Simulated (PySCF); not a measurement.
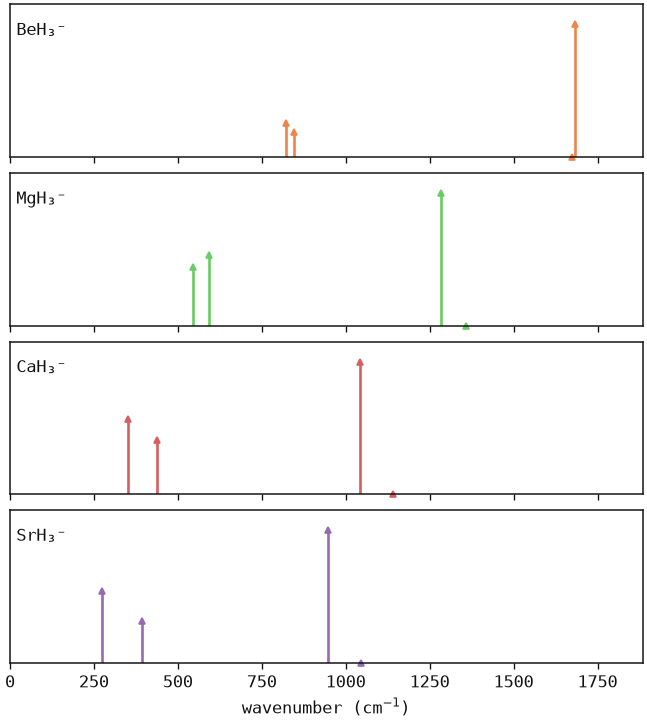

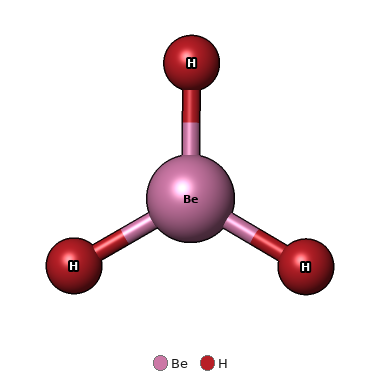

Harmonic infrared lines of BeH₃⁻, MgH₃⁻, CaH₃⁻ and SrH₃⁻, all D3h singlets, each the lowest point that its search found (BeH₃⁻ is drawn); the central atom changes down one group of the periodic table. PBE0/def2-TZVPD (core potentials past Kr), PySCF, unscaled, no spin-orbit coupling; each panel is scaled to its strongest line, degenerate modes are one line with their intensities summed, and dots on the axis are modes too weak to show or inactive.

Question: How do the bond length and the stretches change along the series?

Answer: Mean bond length: BeH₃⁻ 1.426, MgH₃⁻ 1.809, CaH₃⁻ 2.134, SrH₃⁻ 2.299 Å, rising down the group. Highest e' mode: BeH₃⁻ 1683, MgH₃⁻ 1284, CaH₃⁻ 1042, SrH₃⁻ 946 cm⁻¹, falling down the group.
